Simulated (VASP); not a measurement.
Band structure of CdSe (wurtzite). Calculation: revPBE GGA, VASP's PBE PAW potentials (set 64) (plane waves; VASP).

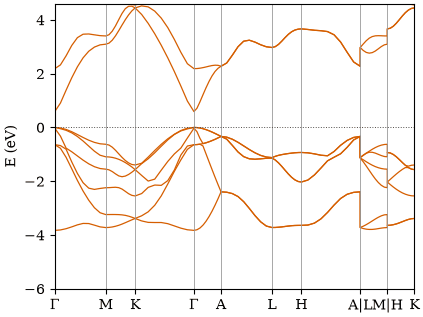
Fig. 1. Bands along high-symmetry lines, zero at the valence-band maximum or, without a gap, the Fermi level

### Question
Read the plot: is there a gap, and where are the band edges?

### Answer
The gap is direct, 0.59 eV, from the valence maximum at Γ to the conduction minimum at Γ. (Edges off the drawn lines would not show.)

Measured: gap 1.73 eV (computed value off by -1.14 eV), as given by Abedi et al., (2022), arXiv:2211.14644.

The compound is CdSe in the wurtzite structure. It was relaxed first, which changed the volume by +10 %.
